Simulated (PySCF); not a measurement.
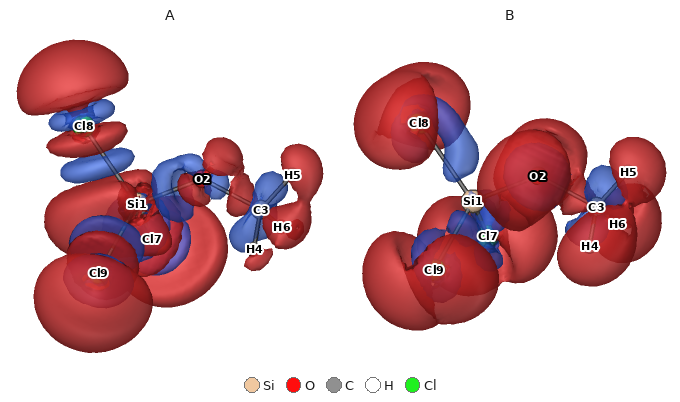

Figure. Si(OMe)Cl3 (CH₃Cl₃OSi). The two Fukui functions at ±0.01 e/Å³ (red positive, blue negative).

Computed with PySCF, TPSS/def2-TZVP, geometry: GFN2-xTB. No frequency check shows the geometry to be a minimum. GFN2-xTB bond lengths at metals and heavier atoms can be off by up to 0.1 Å and shapes distorted, which carries into these values.

Input

```python
import numpy as np
from pyscf import gto, scf, dft
from pyscf.scf import atom_ks, atom_hf
from scipy.linalg import block_diag

def solve(mol, dm0=None, hcore=None):
    mf = (dft.UKS if mol.spin else dft.RKS)(mol, xc='tpss')
    mf.grids.level = 3
    mf = mf.density_fit(auxbasis='def2-universal-jkfit')
    mf.conv_tol, mf.max_cycle = 1e-8, 80
    if hcore is not None:
        mf.get_hcore = lambda *args: hcore
    mf.kernel(dm0)
    if not mf.converged:
        mf = mf.newton().run(mf.mo_coeff, mf.mo_occ, max_cycle=30)
    assert mf.converged, 'SCF not converged'
    return mf

mol = gto.M(atom='''
Si     0.11947     0.00333    -0.03130
O     -0.99656     0.03252    -1.19460
C     -2.40486     0.01173    -1.13840
H     -2.75377    -0.89478    -0.64271
H     -2.76850     0.03306    -2.16426
H     -2.77447     0.88405    -0.59708
Cl    -0.12715     1.55255     1.23799
Cl     1.81763     0.14086    -1.06579
Cl     0.01691    -1.71691     1.01776
''', basis='def2-tzvp', charge=0, spin=0, verbose=4)
mf = solve(mol)
out = dict(e0=mf.e_tot, dm0=mf.make_rdm1(), c=mf.mo_coeff, occ=mf.mo_occ, eps=mf.mo_energy)
for name, dq, spin in [('cation', 1, 1), ('anion', -1, 1)]:
    ion = mol.copy().set(charge=mol.charge + dq, spin=spin).build()
    mi = solve(ion)
    if spin and dq > 0 and mol.nao < 130:
        c, _, stable, _ = mi.stability(return_status=True)
        if not stable:
            mi = solve(ion, mi.make_rdm1(c, mi.mo_occ))
    print(name, 'vertical energy change / eV', (mi.e_tot - mf.e_tot) * 27.211386)
    out.update({'e_' + name: mi.e_tot, 'dm_' + name: mi.make_rdm1(), 's2_' + name: mi.spin_square()[0], 'eps_' + name: mi.mo_energy, 'occ_' + name: mi.mo_occ})
# spherically averaged free atoms, for the promolecule
atm = atom_ks.get_atm_nrks(mol, xc='tpss')
pro = block_diag(*[(atm[a[0]][2] * atm[a[0]][3]) @ atm[a[0]][2].T for a in mol._atom])
np.savez('result.npz', pro=pro, **out)
```

Command:

```sh
OMP_NUM_THREADS=1 python input.py
```

The run took 18 min on 1 thread of Arm Neoverse V1 (shared host), peak memory 1.2 GiB.

Partitions, critical points and surface values were worked out afterwards from this run's density.

### Which panel is f⁻ (electron removed) and which f⁺ (electron added)?

A is f⁺, B is f⁻. f⁻ (Hirshfeld-condensed) is largest on Cl9 (0.20), Cl7 (0.18) and Cl8 (0.18); the vertical ionisation energy is 10.34 eV (the stability of the cation's solution wasn't checked). f⁺ (Hirshfeld-condensed) is largest on Cl7 (0.21), Cl9 (0.21) and Cl8 (0.21); the vertical electron affinity is −1.88 eV (the stability of the anion's solution wasn't checked; negative, but this basis has no diffuse functions, so it doesn't show that the anion is unbound).

### What chemical potential and hardness follow from the two energies?

μ = −(I + A)/2 = −4.23 eV and η = I − A = 12.22 eV.
